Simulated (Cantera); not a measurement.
Input: 1 mol Cr2O3, 1400 mol H2, 1.7 mol N2, at 710000 Pa.

Equilibrium computed with Cantera from the NASA thermochemical tables; the gas is ideal and each condensed phase is pure. Candidate condensed phases: Cr, CrN, Cr2N, Cr2O3, H2O; 29 gas species. Mutual solubility and eutectic melting of coexisting phases are not modelled. Rates play no part.

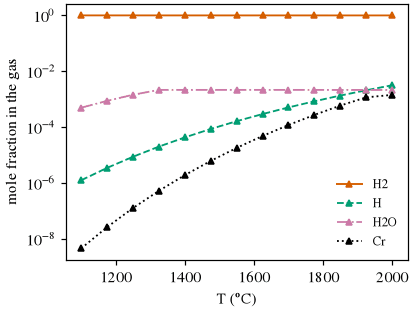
Figure. Equilibrium gas composition (values under 1e-9 drawn at 1e-9)

Q: Read off the mole fractions at 1775 °C.

A: H2 about 1.00, H2O about 0.0021, H about 0.00084, Cr about 0.00027.
